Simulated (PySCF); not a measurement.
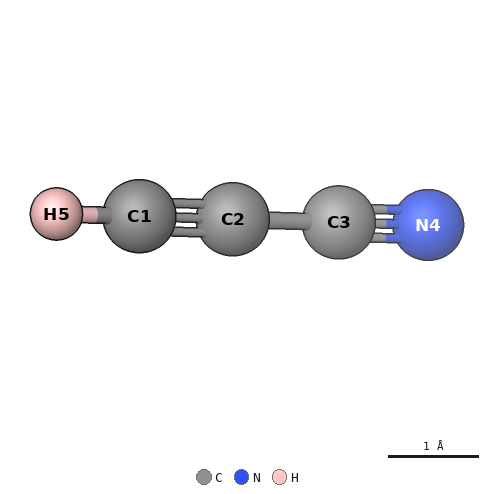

Orthographic view. Depth is shown by fading: the farther an atom, the more it takes the colour of the background. The geometry was computed by an optimisation with PBE0-D3(BJ)/def2-SVP. No frequency run is at hand to confirm it as a minimum.

Write a MOL file (V2000) with the atoms in numerical order, bonds sorted by atom number with the orders drawn, and coordinates in the frame of the picture: x right, y up, z towards the viewer, origin at the mean position.

```
C3HN
                    3D

  5  4  0  0  0  0  0  0  0  0999 V2000
   -1.1200    0.0400    0.6600 C   0  0  0  0  0  0  0  0  0  0  0  0
   -0.0700    0.0000    0.0400 C   0  0  0  0  0  0  0  0  0  0  0  0
    1.1200   -0.0300   -0.6500 C   0  0  0  0  0  0  0  0  0  0  0  0
    2.1200   -0.0600   -1.2400 N   0  0  0  0  0  0  0  0  0  0  0  0
   -2.0400    0.0600    1.2000 H   0  0  0  0  0  0  0  0  0  0  0  0
  1  2  3  0
  1  5  1  0
  2  3  1  0
  3  4  3  0
M  END
```
